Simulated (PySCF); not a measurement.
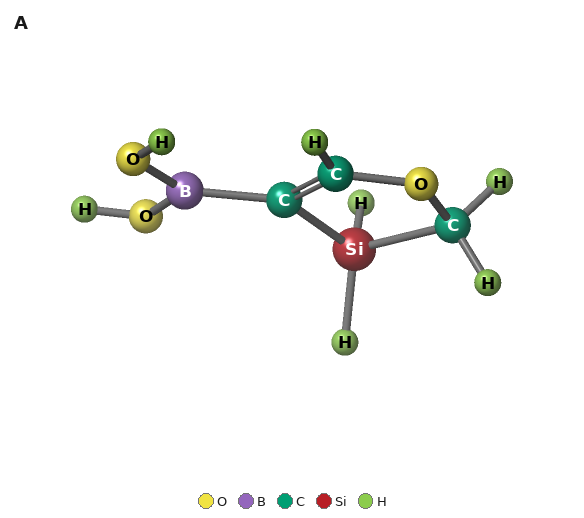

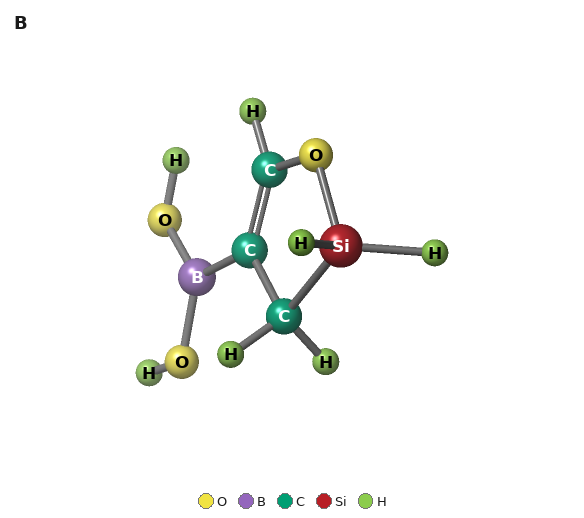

2 stationary structures of one formula. Geometries: GFN2-xTB. Electronic energies: PBE0/pcSseg-1 (PySCF 2.14.0), without zero-point energy. No frequency run is at hand to confirm each as a minimum. Each is one conformer, not always the lowest.

How are they related?

Answer. They are constitutional isomers of C3H7BO3Si: A `OB(O)C1=COC[SiH2]1`, B `OB(O)C1=CO[SiH2]C1`.

Which structure is the most stable?

Answer. B is lowest; A lies 22.8 kcal/mol above it.

The geometry is semi-empirical. Around B, Si such bond lengths and angles can be off by a tenth of an ångström or more and by several degrees, and values that hang on the shape move with them.
